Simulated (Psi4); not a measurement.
# CCl₂GaN: single-point calculation (part 2 of 2)

CCl₂GaN; CAM-B3LYP/def2-SVP, UKS (Psi4 1.11). 

Geometry of the input (Å):
```
N  0.6753  -1.8906  2.0418
C  0.2592  -1.2875  1.1530
Ga -0.4337  -0.2838  -0.3279
Cl -1.9698  -1.0987  -1.5154
Cl 0.5817  2.1970  -0.8818
```

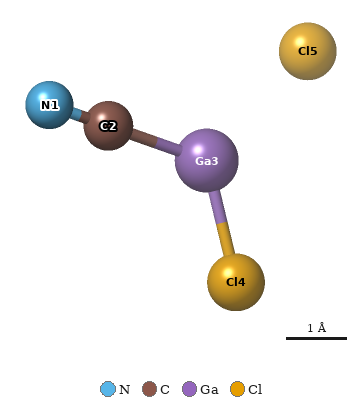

The structure as given in the input (ball-and-stick view, seen at a tilt; atoms are numbered from 1 in the order of the input). Sticks mark near contacts.

**Log, continued**
```
       Center              X                  Y                   Z               Mass
    ------------   -----------------  -----------------  -----------------  -----------------
         N            2.031093887058    -3.308177199310     4.592040022544    14.003074004430
         C            1.244778847058    -2.168483379310     2.912451442544    12.000000000000
         GA          -0.064612382942    -0.271765269310     0.113956032544    68.925573500000
         CL          -2.967420682942    -1.811703089310    -2.130093747456    34.968852682000
         CL           1.854274107058     4.416250300690    -0.932819967456    34.968852682000

  Running in c1 symmetry.

  Rotational constants: A =      0.06821  B =      0.04931  C =      0.02862 [cm^-1]
  Rotational constants: A =   2045.03418  B =   1478.18814  C =    858.00583 [MHz]
  Nuclear repulsion =  433.947811288134233

  Charge       = 0
  Multiplicity = 1
  Electrons    = 78
  Nalpha       = 39
  Nbeta        = 39

  ==> Algorithm <==

  SCF Algorithm Type is DF.
  DIIS enabled.
  MOM disabled.
  Fractional occupation disabled.
  Guess Type is READ.
  Energy threshold   = 1.00e-06
  Density threshold  = 1.00e-06
  Integral threshold = 1.00e-12

  ==> Primary Basis <==

  Basis Set: DEF2-SVP
    Blend: DEF2-SVP
    Number of shells: 40
    Number of basis functions: 96
    Number of Cartesian functions: 103
    Spherical Harmonics?: true
    Max angular momentum: 2

  ==> DFT Potential <==

   => LibXC <=

    Version 7.1.2

   => Composite Functional: CAM-B3LYP <=

    CAM-B3LYP Hyb-GGA Exchange-Correlation Functional

    Deriv               =              1
    GGA                 =           TRUE
    Meta                =          FALSE

    Exchange Hybrid     =           TRUE
    MP2 Hybrid          =          FALSE

   => Exchange Functionals <=

    0.3500         Becke 88 [omega = 0.3300]
    0.4600   Short-range recipe for B88 functional - erf [omega = 0.3300]

   => Exact (HF) Exchange <=

    0.4600            HF,LR [omega = 0.3300]
    0.1900               HF

   => Correlation Functionals <=

    0.1900   Vosko, Wilk & Nusair (VWN5)
    0.8100   Lee, Yang & Parr

   => LibXC Density Thresholds  <==

    XC_HYB_GGA_XC_CAM_B3LYP:  1.00E-14

   => Molecular Quadrature <=

    Radial Scheme          =       TREUTLER
    Pruning Scheme         =           NONE
    Nuclear Scheme         =       TREUTLER

    Blocking Scheme        =         OCTREE
    BS radius alpha        =              1
    Pruning alpha          =              1
    Radial Points          =             75
    Spherical Points       =            302
    Total Points           =         107643
    Total Blocks           =            909
    Max Points             =            256
    Max Functions          =             88
    Weights Tolerance      =       1.00E-15

   => Loading Basis Set <=

    Name: (DEF2-SVP AUX)
    Role: JKFIT
    Keyword: DF_BASIS_SCF

   => Loading Basis Set <=

    Name: DEF2-SVP
    Role: ORBITAL
    Keyword: BASIS

  Reading orbitals from file scr/job.geom.3269.180.npy, no projection.

  ==> Integral Setup <==

  DFHelper Memory: AOs need 0.131 GiB; user supplied 0.933 GiB.
  SCF_SUBTYPE=INCORE selected. In-core MEM_DF algorithm will be used.
  Using in-core AOs.

  ==> MemDFJK: Density-Fitted J/K Matrices <==

    J tasked:                   Yes
    K tasked:                   Yes
    wK tasked:                  Yes
    Omega:                3.300E-01
    Memory [MiB]:               955
    Algorithm:                 Core
    Schwarz Cutoff:           1E-12
    Mask sparsity (%):       9.5486
    Fitting Condition:        1E-10

   => Auxiliary Basis Set <=

  Basis Set: (DEF2-SVP AUX)
    Blend: DEF2-UNIVERSAL-JKFIT
    Number of shells: 186
    Number of basis functions: 674
    Number of Cartesian functions: 863
    Spherical Harmonics?: true
    Max angular momentum: 5

  Cached 100.0% of DFT collocation blocks in 0.185 [GiB].

  Minimum eigenvalue in the overlap matrix is 3.1637827074E-03.
  Reciprocal condition number of the overlap matrix is 8.0591470847E-04.
    Using symmetric orthogonalization.

  ==> Pre-Iterations <==

  SCF Guess: Orbitals guess was supplied from a previous computation.

   -------------------------------------------------------
    Irrep   Nso     Nmo     Nalpha   Nbeta   Ndocc  Nsocc
   -------------------------------------------------------
     A         96      96      39      39      39       0
   -------------------------------------------------------
    Total      96      96      39      39      39       0
   -------------------------------------------------------

  ==> Iterations <==

                           Total Energy        Delta E     RMS |[F,P]|

   @DF-UKS iter   0: -2937.60902031758451   -2.93761e+03   3.24536e-03
   @DF-UKS iter   1: -2937.63584392876464   -2.68236e-02   1.50552e-03 ADIIS/DIIS
   @DF-UKS iter   2: -2937.63621556368935   -3.71635e-04   1.49485e-03 ADIIS/DIIS
   @DF-UKS iter   3: -2937.64022018879314   -4.00463e-03   9.66207e-05 DIIS
   @DF-UKS iter   4: -2937.64025079779731   -3.06090e-05   3.92454e-05 DIIS
   @DF-UKS iter   5: -2937.64025873145602   -7.93366e-06   1.18489e-05 DIIS
   @DF-UKS iter   6: -2937.64025922340488   -4.91949e-07   7.39757e-06 DIIS
   @DF-UKS iter   7: -2937.64025945354979   -2.30145e-07   1.48113e-06 DIIS
   @DF-UKS iter   8: -2937.64025947032633   -1.67765e-08   5.09974e-07 DIIS
  Energy and wave function converged.

  ==> Post-Iterations <==

   Electrons on quadrature grid:
      Nalpha   =   38.9999997492 ; deviation = -2.508e-07
      Nbeta    =   38.9999997492 ; deviation = -2.508e-07
      Ntotal   =   77.9999994985 ; deviation = -5.015e-07

   @Spin Contamination Metric:   1.745114275E-09
   @S^2 Expected:                0.000000000E+00
   @S^2 Observed:                1.745114275E-09
   @S   Expected:                0.000000000E+00
   @S   Observed:                0.000000000E+00

    Orbital Energies [Eh]
    ---------------------

    Alpha Occupied:

       1A   -372.717361     2A   -101.623126     3A   -101.557387
       4A    -46.092863     5A    -40.861486     6A    -40.858495
       7A    -40.857513     8A    -14.450712     9A    -10.326725
      10A     -9.577782    11A     -9.506989    12A     -7.345577
      13A     -7.339366    14A     -7.338389    15A     -7.276622
      16A     -7.268078    17A     -7.267807    18A     -5.694059
      19A     -3.985816    20A     -3.978297    21A     -3.976363
      22A     -1.041746    23A     -1.034847    24A     -1.032648
      25A     -1.031100    26A     -1.028580    27A     -1.013350
      28A     -0.932842    29A     -0.844596    30A     -0.640767
      31A     -0.515473    32A     -0.464174    33A     -0.458881
      34A     -0.458209    35A     -0.439094    36A     -0.435553
      37A     -0.392028    38A     -0.360063    39A     -0.358723

    Alpha Virtual:

      40A     -0.098713    41A     -0.077451    42A      0.000049
      43A      0.080874    44A      0.086370    45A      0.111032
      46A      0.147611    47A      0.227292    48A      0.253438
      49A      0.256988    50A      0.346911    51A      0.402948
      52A      0.423678    53A      0.459542    54A      0.496643
      55A      0.555192    56A      0.557784    57A      0.585862
      58A      0.654771    59A      0.695524    60A      0.706749
      61A      0.733548    62A      0.810390    63A      0.816658
      64A      0.841933    65A      0.851215    66A      0.858607
      67A      0.879411    68A      0.880811    69A      0.881058
      70A      0.888726    71A      0.906966    72A      0.920920
      73A      0.933160    74A      0.995480    75A      1.008211
      76A      1.017335    77A      1.041440    78A      1.102587
      79A      1.202263    80A      1.231004    81A      1.281279
      82A      1.656106    83A      1.664377    84A      1.725063
      85A      1.752837    86A      2.002979    87A      2.025262
      88A      2.054409    89A      2.106254    90A      2.231800
      91A      2.306064    92A      2.310069    93A      2.765453
      94A      2.905582    95A      2.912334    96A      3.365684

    Beta Occupied:

       1A   -372.717361     2A   -101.623126     3A   -101.557387
       4A    -46.092863     5A    -40.861486     6A    -40.858495
       7A    -40.857513     8A    -14.450712     9A    -10.326725
      10A     -9.577782    11A     -9.506989    12A     -7.345577
      13A     -7.339366    14A     -7.338389    15A     -7.276622
      16A     -7.268078    17A     -7.267807    18A     -5.694059
      19A     -3.985816    20A     -3.978297    21A     -3.976363
      22A     -1.041746    23A     -1.034847    24A     -1.032648
      25A     -1.031100    26A     -1.028580    27A     -1.013350
      28A     -0.932842    29A     -0.844596    30A     -0.640767
      31A     -0.515473    32A     -0.464174    33A     -0.458881
      34A     -0.458209    35A     -0.439094    36A     -0.435553
      37A     -0.392027    38A     -0.360063    39A     -0.358723

    Beta Virtual:

      40A     -0.098713    41A     -0.077451    42A      0.000049
      43A      0.080874    44A      0.086370    45A      0.111032
      46A      0.147611    47A      0.227292    48A      0.253438
      49A      0.256988    50A      0.346911    51A      0.402948
      52A      0.423678    53A      0.459542    54A      0.496643
      55A      0.555192    56A      0.557784    57A      0.585862
      58A      0.654771    59A      0.695524    60A      0.706749
      61A      0.733548    62A      0.810390    63A      0.816658
      64A      0.841933    65A      0.851215    66A      0.858607
      67A      0.879411    68A      0.880811    69A      0.881058
      70A      0.888726    71A      0.906966    72A      0.920920
      73A      0.933160    74A      0.995480    75A      1.008211
      76A      1.017335    77A      1.041440    78A      1.102587
      79A      1.202263    80A      1.231004    81A      1.281279
      82A      1.656106    83A      1.664378    84A      1.725063
      85A      1.752837    86A      2.002979    87A      2.025262
      88A      2.054409    89A      2.106254    90A      2.231800
      91A      2.306064    92A      2.310069    93A      2.765453
      94A      2.905582    95A      2.912334    96A      3.365684

    Final Occupation by Irrep:
              A
    DOCC [    39 ]
    SOCC [     0 ]
    NA   [    39 ]
    NB   [    39 ]

  @DF-UKS Final Energy: -2937.64025947032633

   => Energetics <=

    Nuclear Repulsion Energy =            433.9478112881342327
    One-Electron Energy =               -4941.7845262687151262
    Two-Electron Energy =                1681.1141746932451042
    DFT Exchange-Correlation Energy =    -110.9177191829903819
    Empirical Dispersion Energy =           0.0000000000000000
    VV10 Nonlocal Energy =                  0.0000000000000000
    Total Energy =                      -2937.6402594703258728

  UHF NO Occupations:
  HONO-2 :   37  A 2.0000000
  HONO-1 :   38  A 2.0000000
  HONO-0 :   39  A 2.0000000
  LUNO+0 :   40  A 0.0000000
  LUNO+1 :   41  A 0.0000000
  LUNO+2 :   42  A 0.0000000
  LUNO+3 :   43  A 0.0000000

Computation Completed

Properties will be evaluated at   0.000000,   0.000000,   0.000000 [a0]

Properties computed using the SCF density matrix

 Multipole Moments:

 ------------------------------------------------------------------------------------
     Multipole            Electronic (a.u.)      Nuclear  (a.u.)        Total (a.u.)
 ------------------------------------------------------------------------------------

 L = 1.  Multiply by 2.5417464519 to convert [e a0] to [Debye]
 Dipole X            :         -1.4080322            0.7598546           -0.6481776
 Dipole Y            :         -0.1958478           -0.3155614           -0.5114092
 Dipole Z            :         -1.4672300            1.0820927           -0.3851374
 Magnitude           :                                                    0.9110457

 ------------------------------------------------------------------------------------

	total time  =          5 seconds =       0.08 minutes

  Variable Map:
  ----------------------------------------------------------------------------
  "CURRENT ENERGY"              =>   -2937.640259470326
  "CURRENT REFERENCE ENERGY"    =>   -2937.640259470326
  "DD SOLVATION ENERGY"         =>       0.000000000000
  "DFT FUNCTIONAL TOTAL ENERGY" =>   -2937.640259470326
  "DFT TOTAL ENERGY"            =>   -2937.640259470326
  "DFT VV10 ENERGY"             =>       0.000000000000
  "DFT XC ENERGY"               =>    -110.917719182990
  "GRID ELECTRONS ALPHA"        =>      38.999999749233
  "GRID ELECTRONS BETA"         =>      38.999999749238
  "GRID ELECTRONS TOTAL"        =>      77.999999498470
  "NUCLEAR REPULSION ENERGY"    =>     433.947811288134
  "ONE-ELECTRON ENERGY"         =>   -4941.784526268715
  "PCM POLARIZATION ENERGY"     =>       0.000000000000
  "PE ENERGY"                   =>       0.000000000000
  "SCF ITERATION ENERGY"        =>   -2937.640259470326
  "SCF ITERATIONS"              =>       8.000000000000
  "SCF TOTAL ENERGY"            =>   -2937.640259470326
  "TWO-ELECTRON ENERGY"         =>    1681.114174693245
  "XC GRID RADIAL POINTS"       =>      75.000000000000
  "XC GRID SPHERICAL POINTS"    =>     302.000000000000
  "XC GRID TOTAL POINTS"        =>  107643.000000000000

  Array Variable Map:
  ----------------------------------------------------------------------------
  "CURRENT DIPOLE"              =>      -0.648177587221 ... -0.385137357419 1 by 3
  "SCF DIPOLE"                  =>      -0.648177587221 ... -0.385137357419 1 by 3
  "SCF TOTAL ENERGIES"          =>   -2937.609020317585 ... -2937.640259470326 1 by 9

    Psi4 run time: 0:00:10.44
```
